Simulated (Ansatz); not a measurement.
## Electronic structure of FH$_{4}$NOSi (SMILES N[SiH](O)F) in real space

```xyz
8

N    -1.0125    0.5820   -0.1154
Si    0.5773   -0.0147   -0.1822
O     0.8374   -1.0942    1.0091
F     0.6942   -0.6658   -1.6344
H    -1.4688    0.9167   -0.9480
H    -1.3755    1.0220    0.7136
H     1.6855    0.9487   -0.0553
H     0.1547   -1.7518    1.1569
```

Geometry: PBE0-D4/def2-TZVP.

The calculation used Ansatz 0.2.0, RKS PBE0-D4/def2-TZVPP.

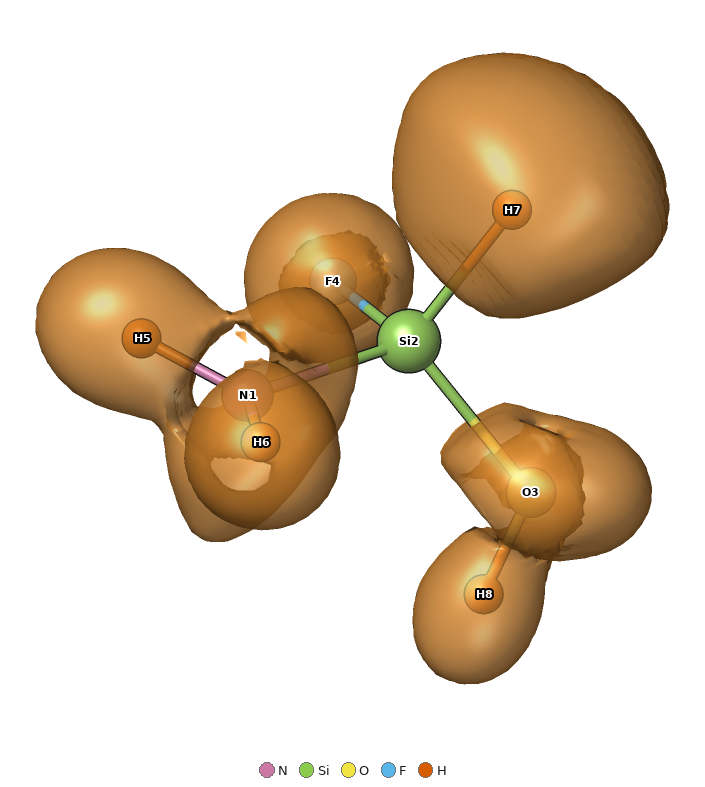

Figure 1. Isosurface of the electron localisation function at 0.8 (orange), seen at a tilt. Core shells and regions of very low density are left out.

### Describe the localisation domains.

At this value the surface marks out one region around a hydrogen nucleus, one region wrapped around F (its lone pairs, merged into a ring or cap), one joined region spread over several atoms (H, N), in which their bonds and any lone pairs are merged and one joined region spread over several atoms (H, O), in which their bonds and any lone pairs are merged. Along the contacts the grid gives the following. Si–F (1.60 Å): the ELF peaks at about 0.85 in the valence shell of F, 0.6 Å from its nucleus, and is about 0.50 at the midpoint. Si–O (1.63 Å): the ELF peaks at about 0.90 between the atoms: a polar covalent bond.

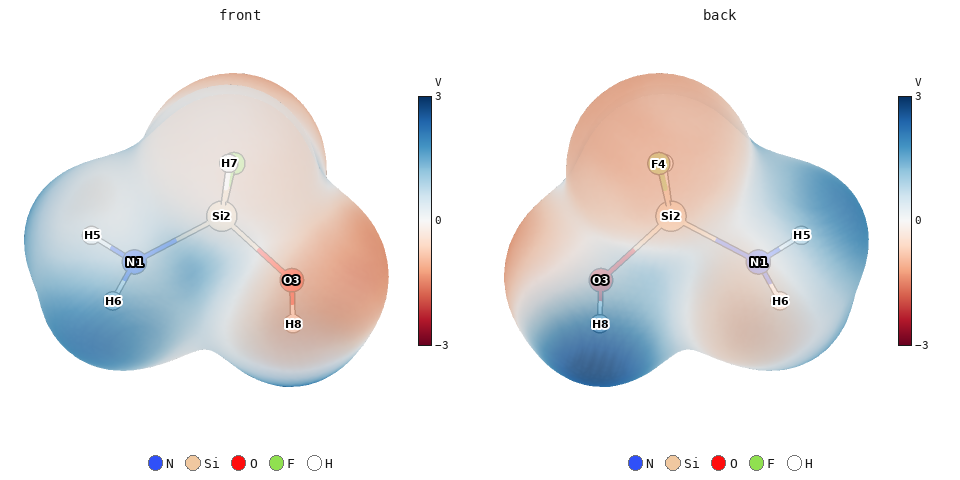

Figure 2. The electrostatic potential painted on the density surface at 0.002 e/bohr³, seen from the front and from behind; red is negative and blue positive.

### Where is the surface potential most negative and most positive?

The most negative region (about −1.3 V) lies over O3, the most positive (about +2.7 V) over H8. O3 is the likeliest acceptor of a hydrogen bond.

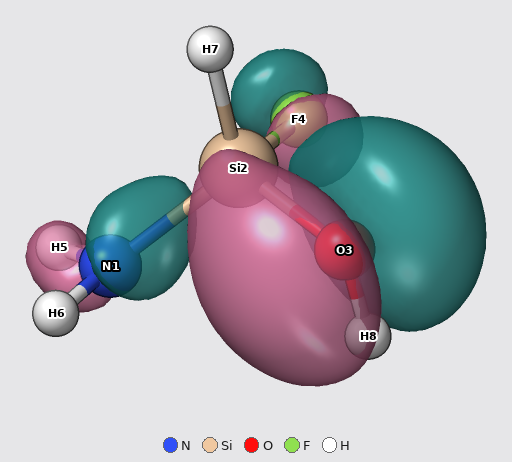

Figure 3. The HOMO−1 at ±0.1 Å⁻³ᐟ² (teal and pink are the two phases), seen at a tilt.

### Describe this orbital and give its energy.

Its weight (Hirshfeld) is mainly on O3 (about 75 %); largely a lone pair of O3. Its energy is −9.78 eV.
